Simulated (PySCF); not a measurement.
# One shape, several levels: C2H4FI (SMILES CC(F)I)

We compute a comparison of 6 runs (HF/3-21G, HF/def2-SVP, CAM-B3LYP/STO-3G, PBE0/def2-SVP, TPSS/6-311G**, MP2/STO-3G) of C2H4FI. Input form: a Python script.

Program for the calculation: PySCF 2.14.0.

### 1 The molecule

C2H4FI has 8 atoms, charge 0, and is taken as a singlet. As SMILES, `CC(F)I`. Geometry: relaxed at PBE0-D4/def2-TZVP.

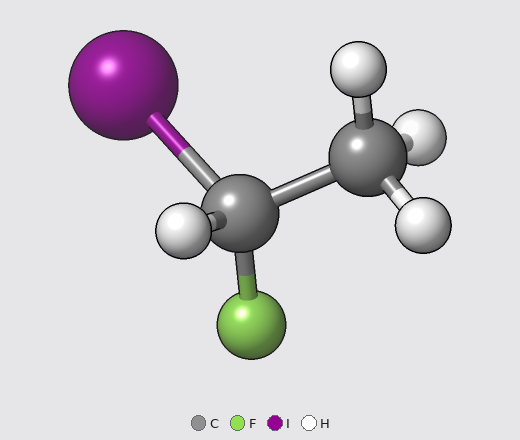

Viewed from a chosen angle; carbon grey, fluorine green, iodine purple, hydrogen white.

### 2 Energy and gradient at HF/3-21G (run 1)

The input, job.py:

```python
# CC(F)I
from pyscf import gto

system = gto.M(
    atom='''
C      0.546131     1.462837     0.057259
C     -0.100533    -1.290494     0.157225
F      1.572252    -2.660545    -1.235503
I     -3.869970    -1.991582    -1.273486
H      0.470542     2.161091    -1.879522
H     -0.766662     2.550752     1.212448
H      2.461746     1.723430     0.790661
H     -0.139840    -2.063581     2.065471
''',
    max_memory=1860,
    verbose=3,
    unit='bohr',
    basis='3-21g',
)

calc0 = system.RHF()
calc0.conv_tol = 1e-10
calc0.kernel()
if not calc0.converged:
    calc0 = calc0.newton().run(calc0.mo_coeff, calc0.mo_occ)

energy = calc0.e_tot
print('E(%s) = %.9f' % ('HF', energy))
grad = calc0.nuc_grad_method().kernel()
calc0.analyze()
```

Run with:

```bash
$ OMP_NUM_THREADS=1 python job.py
```

Log:

```text
converged SCF energy = -7063.82712054477
[... 11 lines left out ...]
MO #2   energy= -180.039997975581  occ= 2
[... 7 lines left out ...]
MO #10  energy= -26.1645992615373  occ= 2
[... 7 lines left out ...]
MO #18  energy= -7.24142520449043  occ= 2
[... 7 lines left out ...]
MO #26  energy= -2.4007546668529   occ= 2
[... 7 lines left out ...]
MO #34  energy= -0.594903397154383 occ= 2
[... 7 lines left out ...]
MO #42  energy= 0.289977557654162  occ= 0
[... 7 lines left out ...]
MO #50  energy= 0.60414736960035   occ= 0
[... 7 lines left out ...]
MO #58  energy= 1.32447674052577   occ= 0
[... 7 lines left out ...]
MO #66  energy= 3.99172276639927   occ= 0
[... 9 lines left out ...]
Dipole moment(X, Y, Z, Debye):  0.49768,  1.76196,  1.74267
```

Run time: 4.5 s. Hardware: 1 thread of Intel Xeon at 2.70GHz, shared host; peak memory 0.14 GiB.

### 3 Energy and forces at HF/def2-SVP (core potential) (run 2)

The input, input.py:

```python
# CC(F)I
import pyscf.grad
from pyscf import gto

system = gto.M(
    atom='''
C      0.289000     0.774100     0.030300
C     -0.053200    -0.682900     0.083200
F      0.832000    -1.407900    -0.653800
I     -2.047900    -1.053900    -0.673900
H      0.249000     1.143600    -0.994600
H     -0.405700     1.349800     0.641600
H      1.302700     0.912000     0.418400
H     -0.074000    -1.092000     1.093000
''',
    spin=0,
    verbose=4,
    max_memory=1860,
    charge=0,
    basis='def2-svp',
    ecp={'I': 'def2-svp'},
)

mf = system.RHF()
mf.conv_tol = 1e-10
mf.kernel()
if not mf.converged:
    mf = mf.newton().run(mf.mo_coeff, mf.mo_occ)

energy = mf.e_tot
print('E = %.10f Eh' % energy)
grad = mf.Gradients().kernel()
dip = mf.dip_moment()
pop, q = mf.mulliken_pop()
```

Run with:

```bash
$ OMP_NUM_THREADS=1 python input.py
```

Log:

```text
PySCF version 2.14.0

[... 66 lines left out ...]
converged SCF energy = -474.004615490583
[... 12 lines left out ...]
Dipole moment(X, Y, Z, Debye):  0.49728,  1.64751,  1.59216
[... 97 lines left out ...]
charge of    7H =      0.09097
```

Wall time 16 s (1 thread of Intel Xeon at 2.70GHz, shared host); peak memory 0.18 GiB.

Run 3 isn't shown in full; the table further down has it.

### 4 Energy and forces at PBE0/def2-SVP (core potential) (run 4)

The input, calc.py:

```python
import pyscf.grad
from pyscf import gto, dft

mol = gto.Mole()
mol.atom = '''
C    0.289000   0.774100   0.030300
C   -0.053200  -0.682900   0.083200
F    0.832000  -1.407900  -0.653800
I   -2.047900  -1.053900  -0.673900
H    0.249000   1.143600  -0.994600
H   -0.405700   1.349800   0.641600
H    1.302700   0.912000   0.418400
H   -0.074000  -1.092000   1.093000
'''
mol.basis = 'def2-svp'
mol.ecp = {'I': 'def2-svp'}
mol.spin = 0
mol.max_memory = 1860
mol.verbose = 3
mol.build()

mf = dft.RKS(mol)
mf.xc = 'pbe0'
mf.grids.level = 5
mf.conv_tol = 1e-10
mf.kernel()
if not mf.converged:
    mf = mf.newton().run(mf.mo_coeff, mf.mo_occ)

energy = mf.e_tot
print('E = %.10f Eh' % energy)
grad = mf.Gradients().kernel()
mf.analyze()
```

Run with:

```bash
$ OMP_NUM_THREADS=1 python calc.py
```

Log:

```text
converged SCF energy = -475.84222661015
[... 20 lines left out ...]
MO #11  energy= -1.92045694540988  occ= 2
[... 10 lines left out ...]
MO #22  energy= -0.38150859067898  occ= 2
[... 10 lines left out ...]
MO #33  energy= 0.29125315132514   occ= 0
[... 10 lines left out ...]
MO #44  energy= 0.597177389896636  occ= 0
[... 10 lines left out ...]
MO #55  energy= 1.16868438457884   occ= 0
[... 10 lines left out ...]
MO #66  energy= 1.84339799121378   occ= 0
[... 10 lines left out ...]
MO #77  energy= 2.85625504243333   occ= 0
[... 10 lines left out ...]
MO #88  energy= 55.8890739379687   occ= 0
[... 9 lines left out ...]
Dipole moment(X, Y, Z, Debye):  0.62525,  1.45956,  1.37578
```

It took 52 s on 1 thread of Intel Xeon at 2.70GHz, shared host; peak memory 0.86 GiB.

Run 5 isn't shown in full; the table further down has it.

### 5 Energy and gradient at MP2/STO-3G (run 6)

The input, mol.xyz:

```xyz
8
C2H4FI
C      0.289000     0.774100     0.030300
C     -0.053200    -0.682900     0.083200
F      0.832000    -1.407900    -0.653800
I     -2.047900    -1.053900    -0.673900
H      0.249000     1.143600    -0.994600
H     -0.405700     1.349800     0.641600
H      1.302700     0.912000     0.418400
H     -0.074000    -1.092000     1.093000
```

The input, run.py:

```python
from pyscf import gto, mp

molecule = gto.M(
    atom='mol.xyz',
    max_memory=1860,
    basis='sto-3g',
    verbose=3,
    spin=0,
)

mf = molecule.RHF()
mf.conv_tol = 1e-10
mf.kernel()
if not mf.converged:
    mf = mf.newton().run(mf.mo_coeff, mf.mo_occ)

pt = mp.MP2(mf, frozen=21).run()
e_final = pt.e_tot
print('E(%s) = %.9f' % ('MP2', e_final))
grad = pt.nuc_grad_method().kernel()
mf.analyze()
```

Run with:

```bash
$ OMP_NUM_THREADS=1 python run.py
```

Log:

```text
converged SCF energy = -7025.865920788
E(RMP2) = -7025.99542498347  E_corr = -0.129504195469735
E(SCS-RMP2) = -7026.00813717488  E_corr = -0.142216386877517
E(MP2) = -7025.995424983
--------------- RMP2 gradients ---------------
         x                y                z
0 C    -0.0103570557    -0.0370173996    -0.0072638329
1 C     0.0304877902     0.0294927423     0.0072499858
2 F    -0.0330550539     0.0218813271     0.0214631729
3 I     0.0176581403     0.0008389107     0.0039514715
4 H    -0.0004038317    -0.0042981788     0.0092488396
5 H     0.0053272251    -0.0074696614    -0.0054751503
6 H    -0.0079015586    -0.0042881697    -0.0024946257
7 H    -0.0017556557     0.0008604295    -0.0266798608
----------------------------------------------
**** MO energy ****
MO #1   energy= -1164.41489808422  occ= 2
MO #2   energy= -177.15522803385   occ= 2
MO #3   energy= -168.437617411895  occ= 2
MO #4   energy= -168.436820592275  occ= 2
MO #5   energy= -168.436812159617  occ= 2
MO #6   energy= -35.601988404015   occ= 2
MO #7   energy= -32.539705410706   occ= 2
MO #8   energy= -32.5357250783961  occ= 2
MO #9   energy= -32.5356905009623  occ= 2
MO #10  energy= -25.9617596447268  occ= 2
MO #11  energy= -23.356067825206   occ= 2
MO #12  energy= -23.3549904495399  occ= 2
MO #13  energy= -23.3549596529721  occ= 2
MO #14  energy= -23.3514995274823  occ= 2
MO #15  energy= -23.3514994473399  occ= 2
MO #16  energy= -11.1587850403437  occ= 2
MO #17  energy= -11.0740891883993  occ= 2
MO #18  energy= -6.54613063209264  occ= 2
MO #19  energy= -5.15693436015547  occ= 2
MO #20  energy= -5.14154303149837  occ= 2
MO #21  energy= -5.1414443076847   occ= 2
MO #22  energy= -1.96248327460367  occ= 2
MO #23  energy= -1.95704227814584  occ= 2
MO #24  energy= -1.95696475059258  occ= 2
MO #25  energy= -1.94337356465572  occ= 2
MO #26  energy= -1.9433722721203   occ= 2
MO #27  energy= -1.5242157092603   occ= 2
MO #28  energy= -1.01608311436734  occ= 2
MO #29  energy= -0.833484963300904 occ= 2
MO #30  energy= -0.687658895727169 occ= 2
MO #31  energy= -0.641447425282488 occ= 2
MO #32  energy= -0.583131330690306 occ= 2
MO #33  energy= -0.560068390492968 occ= 2
MO #34  energy= -0.529441041061093 occ= 2
MO #35  energy= -0.502697346207971 occ= 2
MO #36  energy= -0.443348710731653 occ= 2
MO #37  energy= -0.345494997980129 occ= 2
MO #38  energy= -0.278091394945508 occ= 2
MO #39  energy= -0.275031777571423 occ= 2
MO #40  energy= 0.277938750807058  occ= 0
MO #41  energy= 0.55060618796777   occ= 0
MO #42  energy= 0.631409977514336  occ= 0
MO #43  energy= 0.671215648497061  occ= 0
MO #44  energy= 0.718692413428299  occ= 0
MO #45  energy= 0.727548404884324  occ= 0
MO #46  energy= 0.744479748277517  occ= 0
 ** Mulliken atomic charges  **
charge of    0C =     -0.11490
charge of    1C =      0.06416
charge of    2F =     -0.10216
charge of    3I =     -0.03832
charge of    4H =      0.05125
charge of    5H =      0.05080
charge of    6H =      0.04785
charge of    7H =      0.04133
Dipole moment(X, Y, Z, Debye):  1.19876,  1.16858,  1.28101
```

It took 9 s on 1 thread of Intel Xeon at 2.70GHz, shared host; peak memory 0.21 GiB.

### 6 All runs side by side

```csv
run,level,core potential,integration grid,energy (Eh),dipole moment (D) of the reference,HOMO energy (eV),LUMO energy (eV),wall time
1,HF/3-21G,–,–,-7063.827121,2.53,-9.90,2.88,4.5 s
2,HF/def2-SVP (core potential),def2-svp,–,-474.004615,2.34,-10.02,2.74,16 s
3,CAM-B3LYP/STO-3G,–,5,-7029.035898,2.14,-6.11,4.30,32 s
4,PBE0/def2-SVP (core potential),def2-svp,5,-475.842227,2.10,-7.38,-0.87,52 s
5,TPSS/6-311G**,–,5,-7097.649722,2.21,-6.42,-1.83,2.3 min
6,MP2/STO-3G,–,–,-7025.995425,2.11,-7.48,7.56,9 s
```

### 7 Summary of results

```
                                           quantity           value
                                run 6: total energy  -7025.99542 Eh
        run 6: dipole moment (Hartree–Fock density)          2.11 D
         run 6: HOMO energy (Hartree–Fock orbitals)        -7.48 eV
         run 6: LUMO energy (Hartree–Fock orbitals)         7.56 eV
       run 6: HOMO–LUMO gap (Hartree–Fock orbitals)        15.05 eV
run 6: correlation energy (21 core orbitals frozen)      -129.5 mEh
                    run 6: largest force on an atom      2.318 eV/Å
```

Over runs 1, 2, 3, 4, 5 the dipole moment (its size) runs from 2.10 D (PBE0/def2-SVP) to 2.53 D (HF/3-21G). The two ends differ in method and basis and core potential. Over runs 1, 2, 3, 4, 5 the HOMO–LUMO gap runs from 4.59 eV (TPSS/6-311G**) to 12.77 eV (HF/3-21G). The two ends differ in method and basis. Totals of different functionals can't be ranked against each other. Some runs of one species differ in core potentials or relativity; totals across that change don't compare. In runs 3, 6 the basis is minimal, so the values are rough. In runs 1, 3, 5, 6 relativity is left out where basis or elements ask for it. All runs together took 4.2 min, the longest 2.3 min.
